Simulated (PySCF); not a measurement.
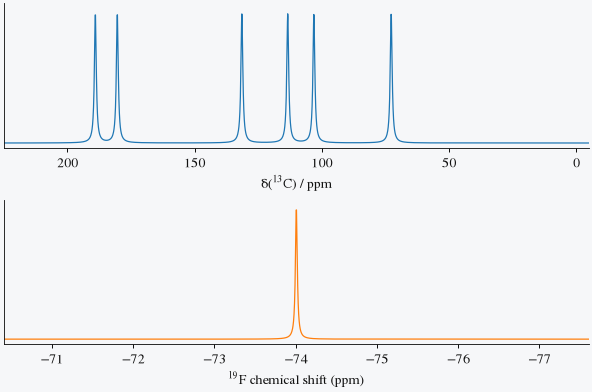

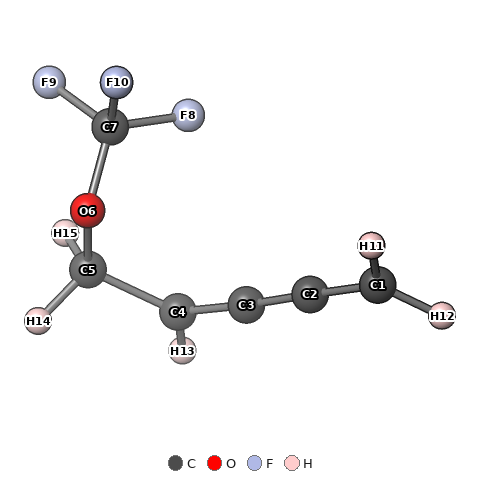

Spectrum and numbered structure of C₆H₅F₃O, SMILES C=C=C=CCOC(F)(F)F. GIAO shifts, PBE0/pcSseg-1 in PySCF, at a GFN2-xTB geometry (no frequency check), against TMS for ¹³C and CFCl₃ for ¹⁹F computed at the same level (¹⁹F: this reference is a hard case for the method, so all values can be off together by tens of ppm, and differences between signals are safer). Gas phase, fully decoupled, line heights follow the number of nuclei, widths are arbitrary (no quadrupolar broadening); values of one conformer, averaged over nuclei that symmetry or rotation about single bonds exchange, these motions taken as fast; other conformers aren't averaged in.

Question: Which ¹³C nuclei are the least shielded, and which the most?

Answer: Least shielded: C2 at 189.0 ppm. Most shielded: C5 at 72.7 ppm.

Question: Where does the ¹⁹F line lie?

Answer: At −74.0 ppm (F8, F9 and F10).

Caveats: the tight-binding geometry is rougher than a DFT one and adds to the error.
